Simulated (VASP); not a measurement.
Consider the following.

```xyz
2
Lattice="2.8581 0.0000 0.0000 0.0000 2.8581 0.0000 0.0000 0.0000 2.8581" Properties=species:S:1:pos:R:3 pbc="T T T"
Al     1.4291     1.4291     1.4291
Ni     0.0000     0.0000     0.0000
```

Computed with r2SCAN+rVV10, VASP's PBE PAW potentials (set 64) (plane waves; VASP). Numerical set-up: 520 eV cut-off, 14×14×14 Γ-centred mesh, tetrahedra with Blöchl corrections, potentials Al Ni.

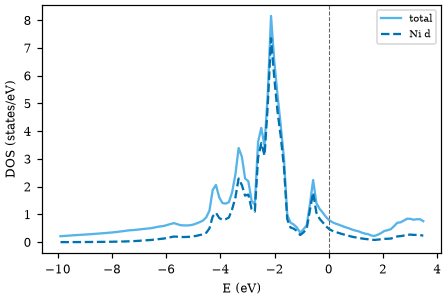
*Total and projected density of states, zero at the Fermi level*

Within 2 eV below the Fermi level the largest weight inside VASP's projection spheres is Ni d.

It has no gap at this level: it comes out as a metal or semimetal.

The compound is NiAl in the CsCl type structure. It was relaxed first. The run is not spin-polarised, so no magnetic state was tried. The electron count is odd and the run is not spin-polarised, which forces a metal.
